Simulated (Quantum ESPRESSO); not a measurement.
Convergence series on Hf₃Ga (I4/mmm, 4 atoms in the cell)

```
Hf3Ga
1.0
   -2.10299     2.10299     4.59039
    2.10299    -2.10299     4.59039
    2.10299     2.10299    -4.59039
Hf Ga
3 1
Direct
  0.75000   0.25000   0.50000
  0.25000   0.75000   0.50000
  0.50000   0.50000   0.00000
  0.00000   0.00000   0.00000
```

Level of theory: LDA (PZ), GBRV 1.5 ultrasoft (LDA) pseudopotentials (plane waves; Quantum ESPRESSO 7.5).

The starting cell comes from a database of computed structures (which also holds hypothetical and non-ambient phases and stackings), without a prior relaxation at this level. In the base run, with a pressure of about -8 GPa the cell is away from its equilibrium volume at this level.

Held fixed: ecutwfc = 50 Ry; ecutrho = 400 Ry; occupations = smearing; smearing = cold; degauss = 0.019992 Ry; potentials = {Hf: hf_lda_v1.uspp.F.UPF, Ga: ga_lda_v1.4.uspp.F.UPF}; K_POINTS = automatic 7 7 7 0 0 0; mixing_beta = 0.3.

ΔF is the free energy per atom less that of the last row (1e-13 Ry).

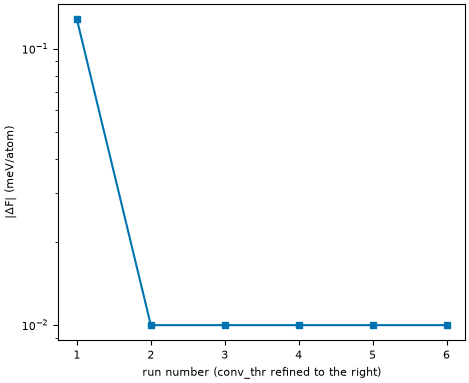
Figure: Size of the energy error against the last run of the series; values under 0.01 meV/atom are drawn at 0.01.

| conv_thr | ΔF (meV/atom) | pressure (GPa) | iterations |
|---|---|---|---|
| 0.0001 Ry | 0.13 | -0.13 | 10 |
| 1e-05 Ry | 0.01 | -6.65 | 11 |
| 1e-07 Ry | 0.00 | -8.01 | 14 |
| 1e-09 Ry | 0.00 | -7.90 | 15 |
| 1e-10 Ry | 0.00 | -7.90 | 18 |
| 1e-11 Ry | 0.00 | -7.90 | 19 |
| 1e-13 Ry | 0.00 | -7.90 | 22 |

Energy within 2 meV/atom of the last row: from conv_thr = 0.0001 Ry on, the coarsest one.

Pressure within 0.05 GPa of the last row: from conv_thr = 1e-09 Ry on; the one before it is off by 0.11 GPa. The value it settles on is -7.90 GPa at this level of theory and with the other settings as held.

Left out of this page: 1 run of the series outside the window shown, repeating another row's setting, or not comparable.
